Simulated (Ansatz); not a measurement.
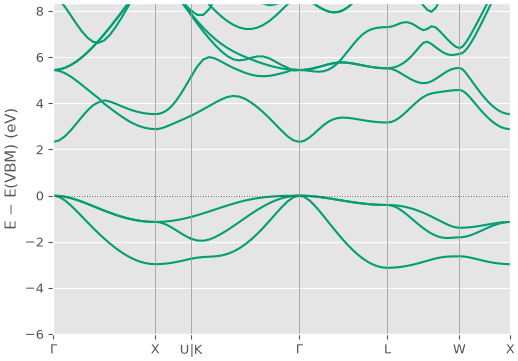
*Band structure from plane-wave PAW PBE (Ansatz code)*

Problem. Read off the gap and where the band edges lie.

Solution. About 2.3 eV (2.33 eV by a search for the band edges); maximum at Γ, minimum at Γ.

Problem. Which of these materials gives this?
A) BeSe, zinc blende
B) GaN, zinc blende
C) CdSe, zinc blende
D) MgTe, zinc blende

Solution. D, MgTe, zinc blende

Space group F-43m (zinc blende). The PBE relaxation kept the symmetry of its start. Scalar-relativistic: spin–orbit coupling is off unless named, which matters more the heavier the elements.

Potentials: the later of the program's two PAW sets.
